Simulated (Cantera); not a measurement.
Feed: 1 mol TiO2, 2 mol C, 0.19 mol H2, at 398 Torr.

These are equilibrium values from Cantera (NASA tables, ideal gas, pure condensed phases), not measurements of a reactor. Candidate condensed phases: C, C6H6, C7H8, C8H18, H2O, Ti, TiC, TiO, TiO2, Ti2O3, Ti3O5, Ti4O7; 113 gas species. Mutual solubility and eutectic melting of coexisting phases are not modelled. TiC: taken at fixed stoichiometry. Condensed phases not in the tables: Magnéli phases beyond Ti4O7. The numbers say what is thermodynamically allowed, not how fast it happens.

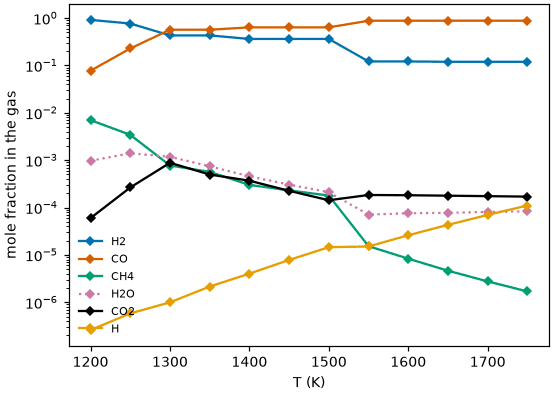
*Equilibrium gas composition (values under 1e-9 drawn at 1e-9)*

From 1200 K to 1250 K the condensed part is C(graphite) + TiO2(rutile) + Ti4O7(s). From 1300 K to 1350 K the condensed part is C(graphite) + Ti4O7(s). From 1400 K to 1500 K the condensed part is C(graphite) + Ti3O5(s). From 1550 K to 1600 K the condensed part is TiC(s) + Ti3O5(s). From 1650 K to 1750 K the condensed part is TiC(s) + Ti2O3(s).
